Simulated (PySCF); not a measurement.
Input file:

```
{"job": {"kind": "nmr", "xc": "PBE0", "basis": "pcSseg-1"}, "charge": 0, "multiplicity": 1}
N      3.646605     0.636085     1.537044
C      3.126603     0.205157     0.614922
C      2.438388    -0.333349    -0.533687
C      0.971181    -0.077504    -0.411928
C      0.061043     0.617916    -1.090647
C     -1.083573     0.216544    -0.186188
Si    -2.140868     1.542355     0.639722
C     -1.676517    -1.124805    -0.559805
C     -0.779816    -1.828459     0.123259
C     -0.013566    -0.618672     0.598101
H      2.833224     0.136151    -1.439013
H      2.630038    -1.411734    -0.572909
H      0.076110     1.213903    -1.983501
H     -3.053578     2.089109    -0.367094
H     -1.249348     2.583023     1.149649
H     -2.892200     0.914017     1.725953
H     -2.510157    -1.368438    -1.190847
H     -0.598084    -2.874965     0.285057
H      0.204710    -0.507082     1.654449
```

Run with:

```sh
OMP_NUM_THREADS=1 python probes_run.py task.json out
```

Geometry: GFN2-xTB.

These are results of PBE0/pcSseg-1, SCF density, gas phase, non-relativistic in PySCF 2.14.0, not measurements.

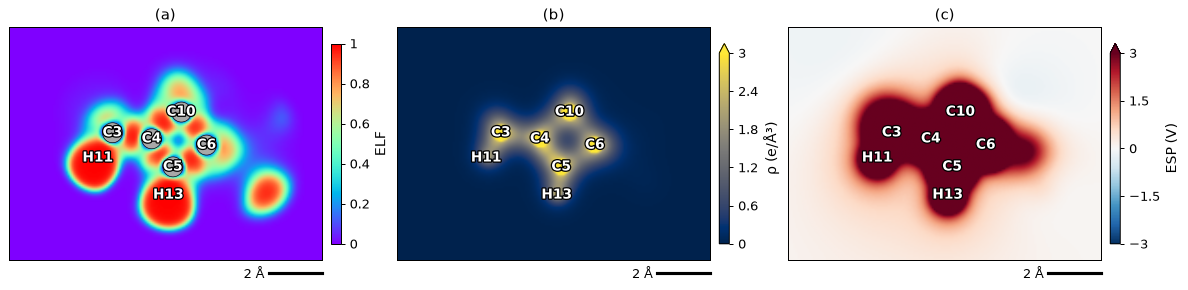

C8H9NSi. (a) electron localisation function; (b) electron density; (c) electrostatic potential on the plane of atoms C5, C4 and C10. Grey discs cover the atomic cores in the ELF map.

> What does the map show?

The section cuts through C and H sites. C–C (1.33 Å): the density is about 2.3 e/Å³ at the midpoint; the ELF peaks at about 0.90 between the atoms; a multiple bond. C–H (1.09 Å): ρ at the midpoint is about 2 e/Å³; the ELF climbs to about 1 towards the hydrogen, as it does in any bond to H: a covalent bond by its length. C–C (1.49 Å): ρ is about 1.7 e/Å³ halfway; the ELF peaks at about 0.95 between the atoms, as expected for localised, covalent bonding. The potential has no marked negative region in this plane.
